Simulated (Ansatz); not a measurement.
**A computed series for As: pressure series**

Take As (space group Cmce, No. 64; a = 3.656 Å, b = 11.127 Å, c = 4.627 Å; layered, stacked along the Cartesian y axis) as the base.

Cell and atoms are relaxed at each pressure.

Level of theory: Kohn–Sham DFT with the r2SCAN+rVV10 functional, run in Ansatz (an electronic-structure program) with PAW and 500 eV plane waves, no SOC.

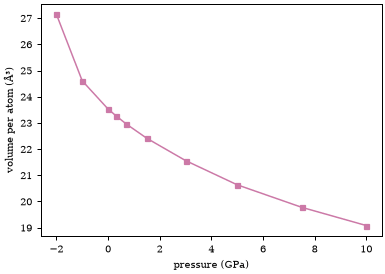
*Volume per atom against pressure*

Problem. From the plot, what is the volume per atom for pressure 3 GPa?

Solution. About 21.6 Å³.

Problem. Is the trend monotonic over the range shown?

Solution. Yes, it falls throughout, spanning 19.08 Å³ to 27.15 Å³.

The mesh was chosen for an insulator and is coarse for the gapless case. Load acts through the strain it causes; cell and atoms are relaxed under it. Stability against distortions was not tested. No other phases were tried under pressure. This is not the structure that As has at room temperature and ambient pressure.
